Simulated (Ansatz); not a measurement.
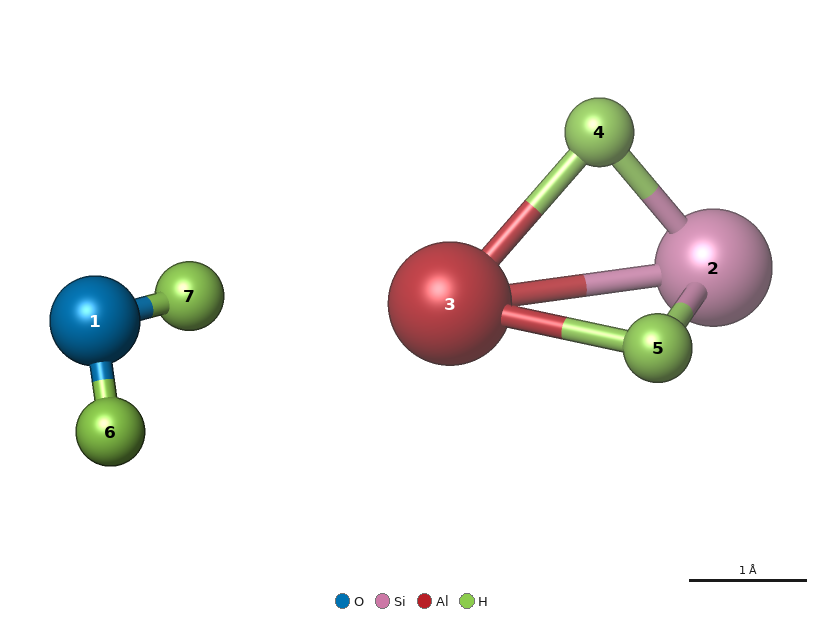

Orthographic view. Distant atoms are faded towards the background colour. Charge −1, singlet. Computed geometry: PBE-D4/def2-SVPD optimisation. No frequency run is at hand to confirm it as a minimum.

List all interatomic distances (Å) as a matrix.

| atom | O1 | Si2 | Al3 | H4 | H5 | H6 | H7 |
| --- | --- | --- | --- | --- | --- | --- | --- |
| O1 | 0.00 |  |  |  |  |  |  |
| Si2 | 5.94 | 0.00 |  |  |  |  |  |
| Al3 | 3.61 | 2.38 | 0.00 |  |  |  |  |
| H4 | 5.06 | 1.62 | 1.95 | 0.00 |  |  |  |
| H5 | 4.99 | 1.62 | 1.95 | 2.09 | 0.00 |  |  |
| H6 | 0.97 | 6.04 | 3.76 | 5.40 | 4.95 | 0.00 |  |
| H7 | 1.00 | 4.96 | 2.63 | 4.08 | 4.10 | 1.52 | 0.00 |
